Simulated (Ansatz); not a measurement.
System: NaI.

```csv
atom,x (Å),y (Å),z (Å)
Na,0.0000,0.0000,0.0445
I,0.0000,0.0000,2.7586
```

Geometry: PBE0-D4/def2-TZVP; core potentials replace the inner electrons of I.

Theory: RKS PBE0-D4/def2-TZVPP (Ansatz).

**What can the converged electron density and electron localisation function tell about the bonding?**

Na–I (2.71 Å): ρ is about 0.3 e/Å³ halfway; the ELF peaks at about 0.75 in the valence shell of I, 1.3 Å from its nucleus, and falls to about 0.10 next to Na (an ionic contact with no shared pair).

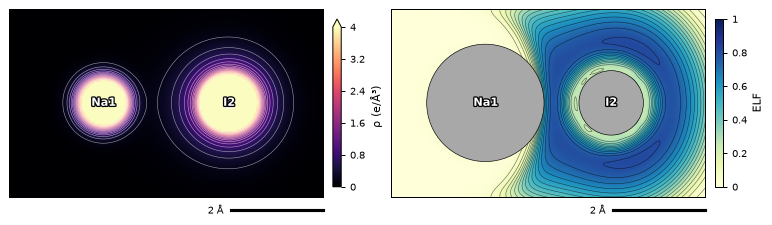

Computed electron density and electron localisation function on a plane that holds the molecular axis, in this order. Grey discs cover the atomic cores in the ELF map. 
